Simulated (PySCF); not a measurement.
# CH3N (methanimine) at 6 levels

Aim: a comparison of 6 runs (B2PLYP/STO-3G, M06-2X/STO-3G, wB97X-V/STO-3G, UMP2/STO-3G, NEVPT2(2,2)/STO-3G, UCCSD(T)/STO-3G) of CH3N (methanimine). Input form: a Python script.

The calculation is run with PySCF 2.14.0.

2 further runs of the same task are left out: 2 set aside as unsound or not needed.

### 1 The structure to begin with

The species is CH3N (5 atoms), meant as a singlet with charge 0. As SMILES, `C=N`. The C1–H4 distance was set to 2.402 Å, away from the relaxed value. At this shape a bond of the SMILES string is far longer than usual.

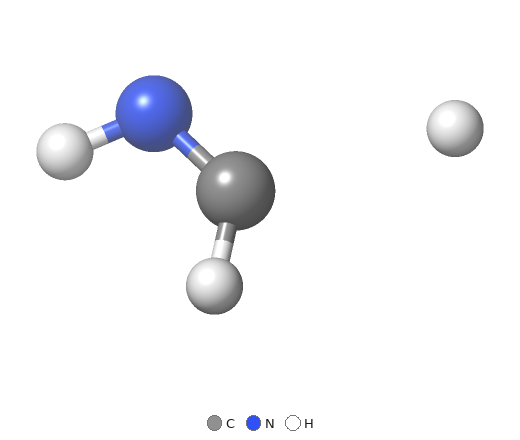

Viewed from a chosen angle; carbon grey, nitrogen blue, hydrogen white.

### 2 A single-point energy at B2PLYP/STO-3G (run 1)

input.py reads:

```python
from pyscf import gto, dft, mp

system = gto.M(
    atom=[
    ('C', (-0.630821, 0.777943, 0.127037)),
    ('N', (0.029579, 1.818743, -0.136863)),
    ('H', (-1.683821, 0.763843, 0.431737)),
    ('H', (0.457500, -1.356900, -0.036200)),
    ('H', (-0.546921, 2.654243, -0.029563)),
],
    basis='sto-3g',
    verbose=3,
    charge=0,
    max_memory=1860,
)

mf = dft.RKS(system, xc='0.53*HF + 0.47*B88, 0.73*LYP')
mf.grids.level = 5
mf.conv_tol = 1e-10
mf.kernel()
if not mf.converged:
    mf = mf.newton().run(mf.mo_coeff, mf.mo_occ)

pt = mp.MP2(mf, frozen=2).run()
e_final = mf.e_tot + 0.27 * pt.e_corr
print('PT2 part  %.8f' % (0.27 * pt.e_corr))
print('Final energy', e_final)
```

Run with:

```sh
OMP_NUM_THREADS=1 python input.py
```

Standard output:

```text
converged SCF energy = -92.9352756607443
E(RMP2) = -93.2237883860832  E_corr = -0.28851272533887
E(SCS-RMP2) = -93.2490021312279  E_corr = -0.313726470483565
PT2 part  -0.07789844
Final energy -93.0131740965858
```

Run time: 2.2 s. Hardware: 1 thread of Arm Neoverse V1, shared host; peak memory 0.17 GiB.

### 3 The energy at M06-2X/STO-3G (run 2)

run.py reads:

```python
from pyscf import gto, dft

mol = gto.M(
    atom='''
C       -0.630821       0.777943       0.127037
N        0.029579       1.818743      -0.136863
H       -1.683821       0.763843       0.431737
H        0.457500      -1.356900      -0.036200
H       -0.546921       2.654243      -0.029563
''',
    basis='sto-3g',
    charge=0,
    verbose=3,
    spin=0,
    max_memory=1860,
)

ks = dft.RKS(mol, xc='m06-2x')
ks.conv_tol = 1e-10
ks.grids.level = 5
ks.kernel()
if not ks.converged:
    ks = ks.newton().run(ks.mo_coeff, ks.mo_occ)

e_final = ks.e_tot
print('Final energy', e_final)
```

Run with:

```sh
OMP_NUM_THREADS=1 python run.py
```

Standard output:

```text
converged SCF energy = -93.1327599741789
Final energy -93.13275997417892
```

Wall time 3 s (1 thread of Arm Neoverse V1, shared host); peak memory 0.17 GiB.

### 4 The energy at wB97X-V/STO-3G (run 3)

job.py reads:

```python
from pyscf import gto, dft

mol = gto.M(
    atom=[
    ('C', (-0.630821, 0.777943, 0.127037)),
    ('N', (0.029579, 1.818743, -0.136863)),
    ('H', (-1.683821, 0.763843, 0.431737)),
    ('H', (0.457500, -1.356900, -0.036200)),
    ('H', (-0.546921, 2.654243, -0.029563)),
],
    basis='sto-3g',
    max_memory=1860,
    charge=0,
    verbose=4,
)

mf = dft.RKS(mol)
mf.xc = 'wb97x-v'
mf.nlcgrids.level = 1
mf.conv_tol = 1e-10
mf.grids.level = 5
mf.kernel()
if not mf.converged:
    mf = mf.newton().run(mf.mo_coeff, mf.mo_occ)

energy = mf.e_tot
print('E = %.10f Eh' % energy)
```

Run with:

```sh
OMP_NUM_THREADS=1 python job.py
```

Standard output:

```text
PySCF version 2.14.0

[... 84 lines left out ...]
converged SCF energy = -93.1221667764611
E = -93.1221667765 Eh
```

Wall time 15 s (1 thread of Arm Neoverse V1, shared host); peak memory 0.17 GiB.

Runs 4 to 5 aren't shown in full; the table further down has their settings and results.

### 5 A single-point energy at UCCSD(T)/STO-3G (run 6)

mol.xyz reads:

```xyz
5
CH3N
C     -0.630821     0.777943     0.127037
N      0.029579     1.818743    -0.136863
H     -1.683821     0.763843     0.431737
H      0.457500    -1.356900    -0.036200
H     -0.546921     2.654243    -0.029563
```

job.py reads:

```python
from pyscf import gto, scf, cc

system = gto.Mole()
system.atom = 'mol.xyz'
system.verbose = 3
system.basis = 'sto-3g'
system.spin = 0
system.max_memory = 1860
system.build()

mf = scf.UHF(system)
mf.conv_tol = 1e-10
mf.kernel()
if not mf.converged:
    mf = mf.newton().run(mf.mo_coeff, mf.mo_occ)
for _ in range(3):
    mo, _, stable, _ = mf.stability(return_status=True)
    if stable:
        break
    mf.kernel(mf.make_rdm1(mo, mf.mo_occ))

mycc = cc.CCSD(mf, frozen=2)
mycc.kernel()
e_t = mycc.ccsd_t()
e_final = mycc.e_tot + e_t
print(f'total energy: {e_final:.8f} hartree')
```

Run with:

```sh
OMP_NUM_THREADS=1 python job.py
```

Standard output:

```text
converged SCF energy = -92.5063443621588  <S^2> = 3.3260505e-11  2S+1 = 1
<class 'pyscf.scf.uhf.UHF'> wavefunction has an internal instability
SCF not converged.
SCF energy = -92.6391843023799 after 50 cycles  <S^2> = 0.97784683  2S+1 = 2.216165
<class 'pyscf.scf.uhf.UHF'> wavefunction has an internal instability
SCF not converged.
SCF energy = -92.6432958789114 after 50 cycles  <S^2> = 0.95037179  2S+1 = 2.1912296
<class 'pyscf.scf.uhf.UHF'> wavefunction has an internal instability
converged SCF energy = -92.6569057437502  <S^2> = 1.3018864  2S+1 = 2.4914947
E(UCCSD) = -92.78828716126036  E_corr = -0.131381417510134
UCCSD(T) correction = -0.00208824324449733
total energy: -92.79037540 hartree
```

It took 1.6 s on 1 thread of Arm Neoverse V1, shared host; peak memory 0.12 GiB.

### 6 The series

| run | level | frozen core orbitals | nlc grid | energy (Eh) | dipole moment (D) of the reference | HOMO energy (eV) | LUMO energy (eV) | wall time |
| --- | --- | --- | --- | --- | --- | --- | --- | --- |
| 1 | B2PLYP/STO-3G | 2 | – | -93.013174 | 2.26 | -4.94 | 0.73 | 2.2 s |
| 2 | M06-2X/STO-3G | – | – | -93.132760 | 2.23 | -5.07 | 0.54 | 3 s |
| 3 | wB97X-V/STO-3G | – | 1 | -93.122167 | 2.26 | -6.21 | 1.68 | 15 s |
| 4 | UMP2/STO-3G | 2 | – | -92.736860 | 1.95 | -8.57 | 7.49 | 1.3 s |
| 5 | NEVPT2(2,2)/STO-3G | – | – | -92.766572 | 2.22 | -6.15 | 2.88 | 0.89 s |
| 6 | UCCSD(T)/STO-3G | 2 | – | -92.790375 | 1.95 | -8.57 | 7.49 | 1.6 s |

### 7 Summary of results

| quantity | value |
| --- | --- |
| run 6: total energy | -92.79038 Eh |
| run 6: dipole moment (Hartree–Fock density) | 1.95 D |
| run 6: HOMO energy (Hartree–Fock orbitals) | -8.57 eV |
| run 6: LUMO energy (Hartree–Fock orbitals) | 7.49 eV |
| run 6: HOMO–LUMO gap (Hartree–Fock orbitals) | 16.06 eV |
| run 6: correlation energy (2 core orbitals frozen) | -133.5 mEh |
| run 6: (T) correction | -2.09 mEh |
| run 6: ⟨S²⟩ of the reference determinant | 1.302 |
| run 6: T1 diagnostic | 0.067 |

Over runs 1, 2, 3 the dipole moment (its size) runs from 2.23 D (M06-2X/STO-3G) to 2.26 D (wB97X-V/STO-3G). Over runs 1, 2, 3 the HOMO–LUMO gap runs from 5.61 eV (M06-2X/STO-3G) to 7.89 eV (wB97X-V/STO-3G). Totals of different functionals can't be ranked against each other. In runs 1, 2, 3, 4, 5, 6 the basis is minimal, so the values are rough. In runs 1, 2, 3 a closed-shell determinant meets a far-stretched bond, which it describes badly. Spin contamination of the reference: run 4 ⟨S²⟩ = 1.30, run 6 ⟨S²⟩ = 1.30. Where it is this large, the reference is a mixture of spin states, and values that rest on it are in doubt. All runs together took 24 s, the longest 15 s.
